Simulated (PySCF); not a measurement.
## Mending a single-point calculation on PbO

System: PbO, charge +2.
Method of run 1: RKS BP86, Pb def2-SVP with ECP60, O def2-SVP; non-relativistic Hamiltonian with a scalar-relativistic core potential; density fitting (PySCF 2.14.0).

The run did not end well. Text and figures count atoms from 1; the logs count them from 0 in places.

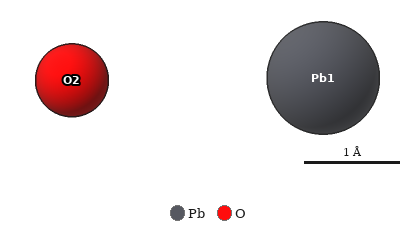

Fig. 1: The structure (ball-and-stick view, seen on its broad side; atoms are numbered from 1 in the order of the input).

Input file, run 1:
```python
mol = gto.M(atom='''
Pb     0.00000    -0.00000    -0.63471
O      0.00000     0.00000     2.01750''',
    basis={'Pb': 'def2-SVP', 'O': 'def2-SVP'},
    ecp={'Pb': 'def2-SVP'},
    charge=2, spin=0)
mf = dft.RKS(mol, xc='B88,P86')
mf.grids.atom_grid = (50, 194)  # f atoms: at least (60, 302), unpruned
mf = mf.density_fit()  # Pb def2-universal-JKFIT, O def2-universal-JKFIT
mf.conv_tol = 1e-08; mf.max_cycle = 61
mf.kernel(dm0)
```

The script is an equivalent of the set-up of the self-consistent field. The run itself was carried out by a driver, which started from the orbitals of the step before it where there was one and computed the further properties.

Launched with:
```bash
OMP_NUM_THREADS=2 python <driver script>
```

Hardware: 2 threads of Arm Neoverse V1, 24 GiB of memory available, shared host.

Output (run 1):
```
init E= -261.422352294189
  HOMO = -0.505509268522588  LUMO = -0.46336231453822  gap/eV = 1.14688
cycle= 1 E= -260.042366509832  delta_E= 1.38  |g|= 2.98  |ddm|=  9.1
cycle= 2 E= -237.559341907194  delta_E= 22.5  |g|= 8.86  |ddm|= 11.4
  HOMO = -1.43342706924511  LUMO = -1.12001552401928  gap/eV = 8.52836
cycle= 3 E= -261.686340345563  delta_E= -24.1  |g|= 3.57  |ddm|=  9.5
  HOMO = -1.27289325647857  LUMO = -1.00442236922784  gap/eV = 7.30546
cycle= 4 E= -264.680585245916  delta_E= -2.99  |g|= 2.27  |ddm|= 2.09
cycle= 5 E= -266.050654074333  delta_E= -1.37  |g|= 1.98  |ddm|=  5.1
  HOMO = -0.923836239658224  LUMO = -0.917655268606829  gap/eV = 0.16819
cycle= 6 E= -267.066488874916  delta_E= -1.02  |g|= 0.538  |ddm|= 2.79
  HOMO = -0.855969662316641  LUMO = -0.852113552228079  gap/eV = 0.10493
cycle= 7 E= -267.104079524608  delta_E= -0.0376  |g|= 0.355  |ddm|= 2.07
  HOMO = -0.84460559120033  LUMO = -0.833917368985178  gap/eV = 0.29084
cycle= 8 E= -267.040440769171  delta_E= 0.0636  |g|= 0.431  |ddm|= 2.12
  HOMO = -0.832644079135506  LUMO = -0.827371006975192  gap/eV = 0.14349
cycle= 9 E= -267.1250281167  delta_E= -0.0846  |g|= 0.207  |ddm|= 2.12
  HOMO = -0.808994688453512  LUMO = -0.802296426835708  gap/eV = 0.18227
cycle= 10 E= -267.132681488442  delta_E= -0.00765  |g|= 0.146  |ddm|= 1.95
  HOMO = -0.783325391662213  LUMO = -0.772454334323507  gap/eV = 0.29582
cycle= 11 E= -267.136077644407  delta_E= -0.0034  |g|= 0.112  |ddm|= 1.94
  HOMO = -0.784013854111659  LUMO = -0.781536837092609  gap/eV = 0.06740
...
cycle= 51 E= -267.135733652718  delta_E= -0.000152  |g|= 0.115  |ddm|= 0.0881
  HOMO = -0.781438462794047  LUMO = -0.775643358261397  gap/eV = 0.15769
cycle= 52 E= -267.135490180529  delta_E= 0.000243  |g|= 0.118  |ddm|= 0.336
  HOMO = -0.781487147759582  LUMO = -0.771393646826102  gap/eV = 0.27466
cycle= 53 E= -267.135235411973  delta_E= 0.000255  |g|= 0.131  |ddm|= 0.117
  HOMO = -0.781607255943815  LUMO = -0.774540426417893  gap/eV = 0.19230
cycle= 54 E= -267.135680077875  delta_E= -0.000445  |g|= 0.12  |ddm|= 0.015
  HOMO = -0.781427232120591  LUMO = -0.771264106513416  gap/eV = 0.27655
cycle= 55 E= -267.135197709731  delta_E= 0.000482  |g|= 0.132  |ddm|= 1.94
  HOMO = -0.781515369147503  LUMO = -0.759703433174106  gap/eV = 0.59353
cycle= 56 E= -267.133215651998  delta_E= 0.00198  |g|= 0.173  |ddm|= 0.0529
  HOMO = -0.781524925439333  LUMO = -0.769554204715329  gap/eV = 0.32574
cycle= 57 E= -267.134923637476  delta_E= -0.00171  |g|= 0.139  |ddm|= 0.0178
  HOMO = -0.784545263829434  LUMO = -0.780856076183029  gap/eV = 0.10039
cycle= 58 E= -267.091776862786  delta_E= 0.0431  |g|= 0.218  |ddm|= 1.99
  HOMO = -0.782926314063096  LUMO = -0.78050678408117  gap/eV = 0.06584
cycle= 59 E= -267.104444241793  delta_E= -0.0127  |g|= 0.191  |ddm|= 0.49
  HOMO = -0.783945859399735  LUMO = -0.781015581163332  gap/eV = 0.07974
cycle= 60 E= -267.08790019766  delta_E= 0.0165  |g|= 0.224  |ddm|= 0.688
  HOMO = -0.781401044949149  LUMO = -0.778736665715682  gap/eV = 0.07250
cycle= 61 E= -267.133745985721  delta_E= -0.0458  |g|= 0.112  |ddm|= 1.73
SCF not converged.
```

> Diagnose this run and give a change of the input that cures it.

Some settings of this run were drawn to be unusual or wrong. The run did not converge. Its last values are not results. The SCF reached its limit of 61 cycles.

A run of the same system that converges differs from this input as follows (lines with − go, lines with + come):
```diff
-mf.grids.atom_grid = (50, 194)  # f atoms: at least (60, 302), unpruned
+mf.grids.atom_grid = (75, 302)  # f atoms: at least (60, 302), unpruned
-mf.conv_tol = 1e-08; mf.max_cycle = 61
+mf.conv_tol = 1e-09; mf.max_cycle = 55
```

Output (run 2):
```
init E= -267.138245423975
  HOMO = -0.781957777814419  LUMO = -0.761281854114593  gap/eV = 0.56262
cycle= 1 E= -267.133521494153  delta_E= 0.00472  |g|= 0.171  |ddm|= 1.93
  HOMO = -0.770951595524  LUMO = -0.745324368395892  gap/eV = 0.69735
cycle= 2 E= -267.133288557794  delta_E= 0.000233  |g|= 0.174  |ddm|= 1.94
  HOMO = -0.782889903511502  LUMO = -0.781453377737352  gap/eV = 0.03909
cycle= 3 E= -267.083541114474  delta_E= 0.0497  |g|= 0.23  |ddm|=    2
  HOMO = -0.786271205893579  LUMO = -0.782785249766923  gap/eV = 0.09486
cycle= 4 E= -267.082223390114  delta_E= 0.00132  |g|= 0.241  |ddm|= 0.014
cycle= 5 E= -267.083064310065  delta_E= -0.000841  |g|= 0.234  |ddm|= 0.00902
cycle= 6 E= -267.137086222978  delta_E= -0.054  |g|= 0.0861  |ddm|= 2.01
  HOMO = -0.780272425946192  LUMO = -0.777021768828159  gap/eV = 0.08845
cycle= 7 E= -267.136276424177  delta_E= 0.00081  |g|= 0.11  |ddm|= 1.93
  HOMO = -0.783522251979148  LUMO = -0.781165926514337  gap/eV = 0.06412
cycle= 8 E= -267.082555975696  delta_E= 0.0537  |g|= 0.24  |ddm|=    2
  HOMO = -0.784221592326664  LUMO = -0.78125761657361  gap/eV = 0.08065
cycle= 9 E= -267.081310966074  delta_E= 0.00125  |g|= 0.25  |ddm|= 0.014
  HOMO = -0.784466304485599  LUMO = -0.781282357580041  gap/eV = 0.08664
cycle= 10 E= -267.081429248964  delta_E= -0.000118  |g|= 0.249  |ddm|= 0.00157
  HOMO = -0.785590237366737  LUMO = -0.781203202674125  gap/eV = 0.11938
cycle= 11 E= -267.081284736487  delta_E= 0.000145  |g|= 0.25  |ddm|= 0.00231
  HOMO = -0.788244966366196  LUMO = -0.780716290913163  gap/eV = 0.20487
...
cycle= 2 E= -267.138047444872  delta_E= -0.0012  |g|= 0.0279  |ddm|= 0.0807
  HOMO = -0.753230507370958  LUMO = -0.702366975374137  gap/eV = 1.38407
cycle= 3 E= -267.1380710084  delta_E= -2.36e-05  |g|= 0.0268  |ddm|= 0.0527
  HOMO = -0.761243023136558  LUMO = -0.710070083491352  gap/eV = 1.39249
cycle= 4 E= -267.138237776399  delta_E= -0.000167  |g|= 0.00429  |ddm|= 0.0194
  HOMO = -0.761649270988823  LUMO = -0.710453534640994  gap/eV = 1.39311
cycle= 5 E= -267.138245368339  delta_E= -7.59e-06  |g|= 0.000326  |ddm|= 0.00671
  HOMO = -0.761348765071713  LUMO = -0.710143624392771  gap/eV = 1.39336
cycle= 6 E= -267.138245432555  delta_E= -6.42e-08  |g|= 0.000171  |ddm|= 0.000779
  HOMO = -0.761282441779848  LUMO = -0.710077815069628  gap/eV = 1.39335
cycle= 7 E= -267.138245439362  delta_E= -6.81e-09  |g|= 1.78e-05  |ddm|= 0.00019
  HOMO = -0.761279191136779  LUMO = -0.710074626578994  gap/eV = 1.39335
cycle= 8 E= -267.138245439474  delta_E= -1.12e-10  |g|= 2.58e-06  |ddm|= 3.11e-05
  HOMO = -0.781958981799274  LUMO = -0.761279085480474  gap/eV = 0.56273
Extra cycle  E= -267.133521277473  delta_E= 0.00472  |g|= 0.171  |ddm|= 1.93
SCF not converged.
  HOMO = -0.770947824751057  LUMO = -0.745319963581276  gap/eV = 0.69737
macro= 0  E= -267.138245228933  delta_E= -0.00472395  |g|= 0.00229421  3 KF 9 JK
macro= 1  E= -267.138245439271  delta_E= -2.10338e-07  |g|= 1.49897e-05  2 KF 6 JK
macro= 2  E= -267.138245439272  delta_E= -3.41061e-13  |g|= 8.24737e-06  1 KF 2 JK
macro X = 3  E=-267.138245439272  |g|= 8.24737e-06  total 7 KF 21 JK
converged SCF energy = -267.138245439272
```

The two runs side by side:

```tsv
quantity	run 1	run 2
outcome	not converged	converged
total energy (hartree)	–	−267.138245
HOMO (eV)	–	−20.72
LUMO (eV)	–	−22.04
largest force (eV/Å)	–	0.002
basis functions	–	40
wall time (shared host)	1.6 s	4.5 s
```
